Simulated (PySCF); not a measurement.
# C$_{2}$H$_{7}$NOSi: what the fields show

Input file:

```
{"job": {"kind": "uv", "xc": "CAM-B3LYP", "basis": "def2-SVPD", "nstates": 8, "ntriplets": 3}, "charge": 0, "multiplicity": 1}
C      1.833832     0.617552    -0.021825
C      1.452567    -0.522428     0.525950
O      0.250482    -1.105489     0.404186
Si    -1.098755    -0.719861    -0.424558
N     -1.656190     0.840319     0.055526
H      2.824433     1.000435     0.136172
H      1.163543     1.190451    -0.637053
H      2.117878    -1.108801     1.152202
H     -0.878882    -0.602097    -1.864798
H     -1.895483    -1.881061    -0.036732
H     -2.506682     1.198104    -0.345895
H     -1.605545     1.092190     1.030798
```

Launched as:

```sh
OMP_NUM_THREADS=1 python probes_run.py task.json out
```

Geometry: GFN2-xTB.

These are results of PySCF 2.14.0, CAM-B3LYP/def2-SVPD, SCF density, gas phase, not measurements.

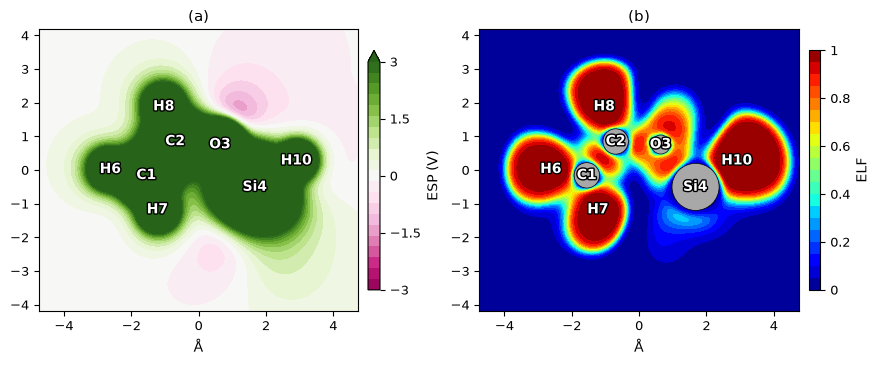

Figure 1. (a) molecular electrostatic potential; (b) electron localisation function on the plane of atoms C1, C2 and O3. Grey discs cover the atomic cores in the ELF map.

Question: Describe what can be read from this map.

Answer: The section cuts through C, O, Si and H sites.
C–C (1.32 Å): the ELF peaks at about 0.95 between the atoms (a multiple bond).
C–O (1.34 Å): the ELF peaks at about 0.90 between the atoms, as expected for a polar covalent bond.
Si–O (1.63 Å): the ELF peaks at about 0.90 between the atoms, as expected for a polar covalent bond.
C–H (1.07 Å): the ELF climbs to about 1 towards the hydrogen, as it does in any bond to H; an ordinary covalent bond to hydrogen.
Si–H (1.46 Å): the ELF climbs to about 1 towards the hydrogen.
The ELF also peaks beside O3, away from the bonds: lone-pair regions.
Outside the dense part of the molecule the potential is most negative (−1.4 V) near O3.

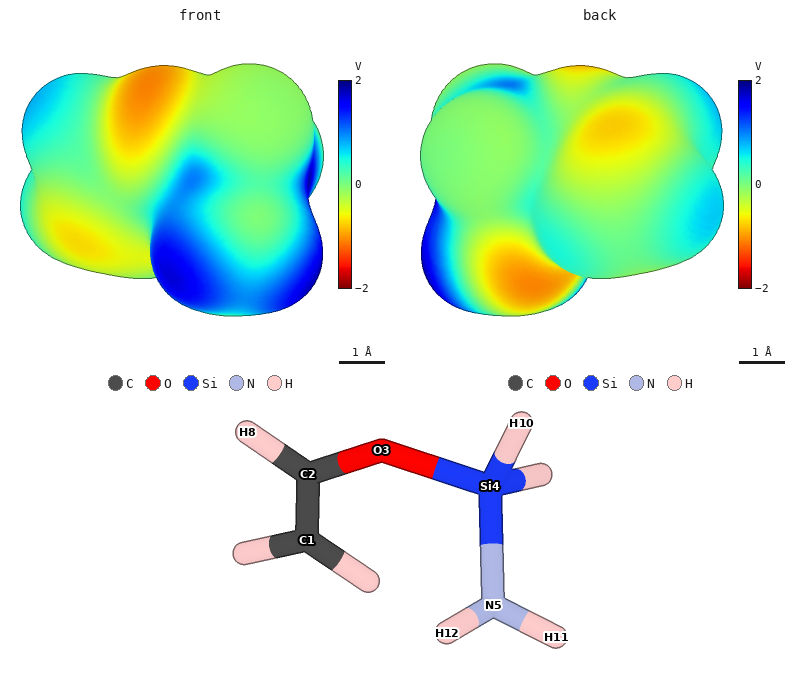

Figure 2. The molecular electrostatic potential painted on the density surface at 0.002 e/bohr³, seen from the front and from behind; the colour scale runs from red (negative) to blue (positive). The bare structure is drawn below in the same view.

Question: Where is the surface potential most negative and most positive?

Answer: The most negative region (about −1.1 V) lies over O3 and N5, the most positive (about +1.8 V) over Si4 and H11.
